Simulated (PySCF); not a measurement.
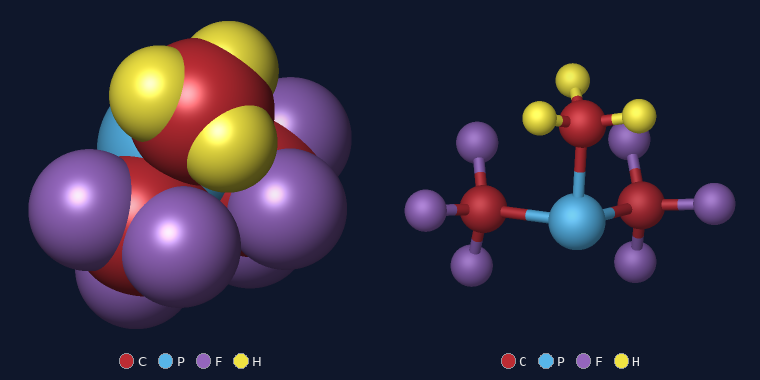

The same structure drawn twice, from different directions.

The geometry was computed by an optimisation with GFN2-xTB. No frequency run is at hand to confirm it as a minimum.

Description:

It has 13 atoms: 3 carbon, 3 hydrogen, 6 fluorine and 1 phosphorus (C3H3F6P). Its SMILES string is `CP(C(F)(F)F)C(F)(F)F`. It has no ring. Among its groups: C–F bond. The point group is Cs. Coordination: 3 C tetrahedral; 1 P trigonal pyramidal.

More results for the same structure follow; atom numbers are the same in all pictures, views and colours differ.

## Shape

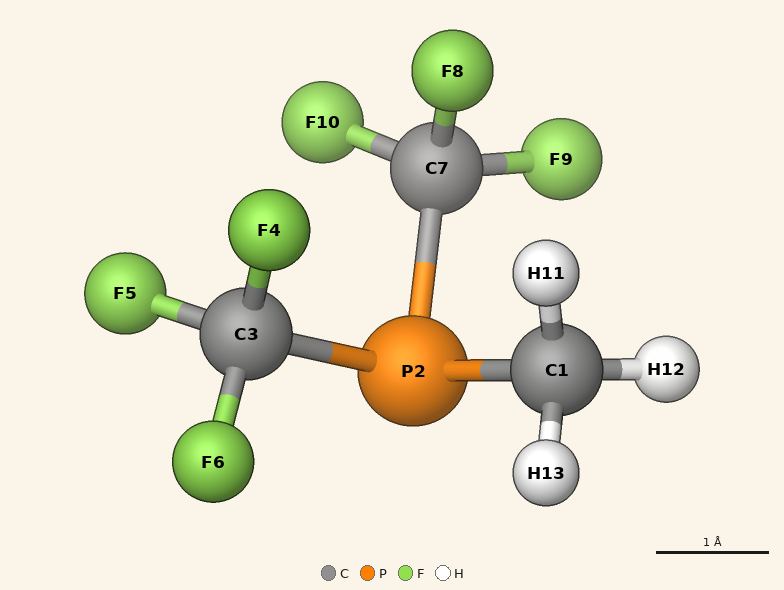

Numbered structure. No frequency run is at hand to confirm it as a minimum.

Which atoms are bonded, and how long are the bonds?

| bond | length (Å) | order |
| --- | --- | --- |
| C1–P2 | 1.836 | single |
| C1–H11 | 1.091 | single |
| C1–H12 | 1.090 | single |
| C1–H13 | 1.090 | single |
| P2–C3 | 1.900 | single |
| P2–C7 | 1.900 | single |
| C3–F4 | 1.337 | single |
| C3–F5 | 1.332 | single |
| C3–F6 | 1.341 | single |
| C7–F8 | 1.337 | single |
| C7–F9 | 1.341 | single |
| C7–F10 | 1.332 | single |

## Excitation

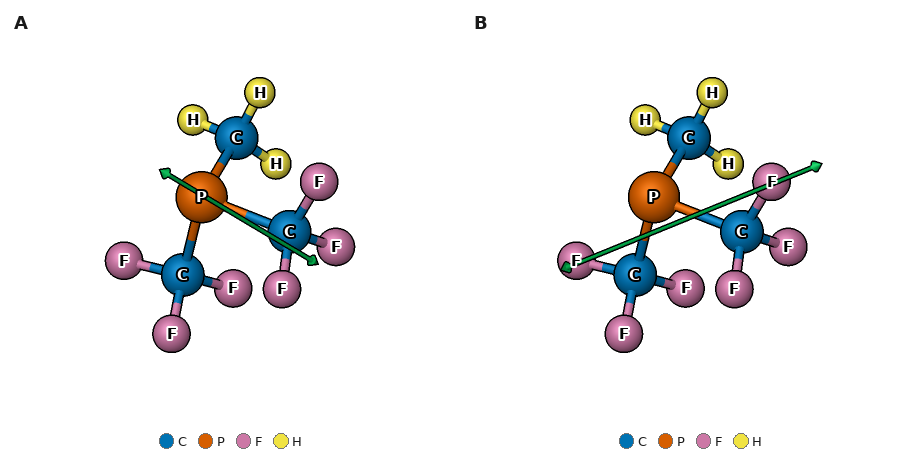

The double arrows show the directions of two transition dipoles from the ground state (lengths mean nothing). No frequency run is at hand to confirm it as a minimum. Level of theory: TDDFT PBE0/def2-SVPD, vertical, gas phase, core orbitals frozen in the response (PySCF 2.14.0).

One belongs to singlet state 1 and one to singlet state 3. Which is which?

A: state 3, 8.24 eV (150 nm), oscillator strength 0.038, mainly HOMO → LUMO+2 (weight 0.91).
B: state 1, 6.94 eV (179 nm), oscillator strength 0.086, mainly HOMO → LUMO (weight 0.94).

## NMR shielding

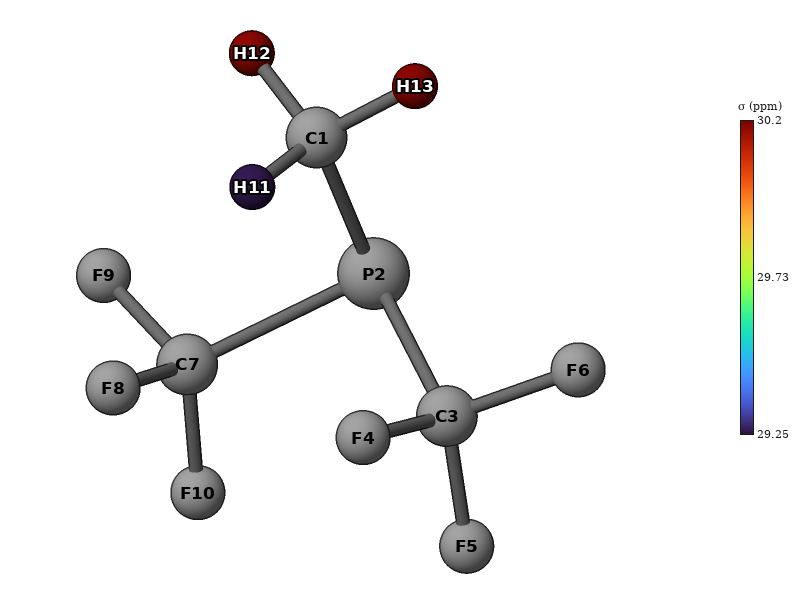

Atoms are coloured by their isotropic NMR shieldings (H only, the others grey). No frequency run is at hand to confirm it as a minimum. Method: GIAO PBE0/pcSseg-1 NMR shielding, non-relativistic, gas phase (PySCF 2.14.0).

List the isotropic NMR shieldings of the H atoms.

| atom | σ (ppm) |
| --- | --- |
| H11 | 29.26 |
| H12 | 30.18 |
| H13 | 30.18 |

## Charges

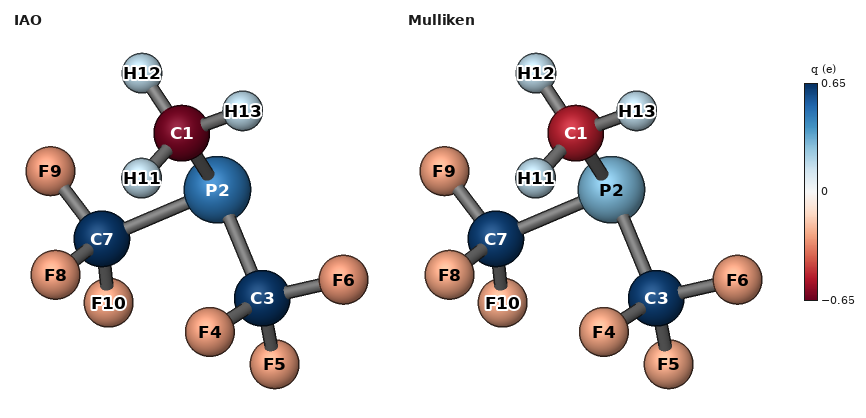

Atomic charges of one calculation by 2 schemes, on one colour scale. No frequency run is at hand to confirm it as a minimum. Computed with PBE0/pcSseg-1 (PySCF 2.14.0).

On which atom do the schemes disagree most?

On P2 (from 0.30 to 0.48 e).

List the charges (e), one line for each set of equivalent atoms.

```
    atom    IAO  Mulliken
      C1  −0.62     −0.50
      P2   0.48      0.30
  C3, C7   0.63      0.62
  F4, F8  −0.27     −0.26
 F5, F10  −0.27     −0.25
  F6, F9  −0.28     −0.27
     H11   0.17      0.18
H12, H13   0.17      0.17
```

Mulliken values depend strongly on the basis set and can even reverse the polarity of a bond. The geometry is semi-empirical. Around P such bond lengths and angles can be off by a tenth of an ångström or more and by several degrees, and values that hang on the shape move with them.
